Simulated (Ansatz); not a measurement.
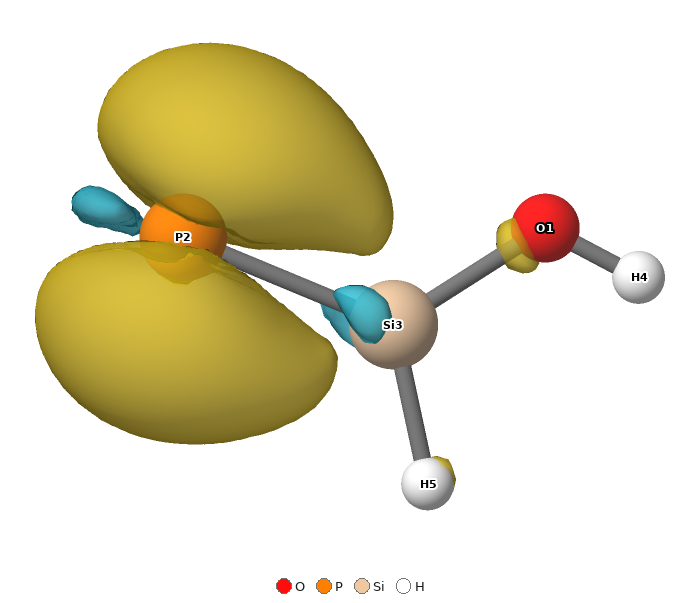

Figure. H₂OPSi (doublet). Isosurfaces of the spin density (α minus β) at +0.02 (yellow) and −0.02 e/Å³ (cyan), seen at a tilt.

Geometry: B3LYP-D3(BJ)/6-311G**.

These are results of Ansatz 0.2.0, isolated molecule in a Gaussian basis; Kohn-Sham density functional theory, functional PBE0, not measurements.

| atom | x (Å) | y (Å) | z (Å) |
| --- | --- | --- | --- |
| O | -0.9537 | 0.6048 | 1.0323 |
| P | 1.7494 | 0.3949 | -0.8590 |
| Si | -0.0340 | -0.2576 | -0.0274 |
| H | -1.7697 | 0.2269 | 1.3705 |
| H | -0.6585 | -1.5759 | -0.3097 |

Describe the spin distribution.

Answer. The unpaired spin (1 electron) lies mostly on P2 (about 0.9) and Si3 (about 0.1), in electrons by Hirshfeld's partition.
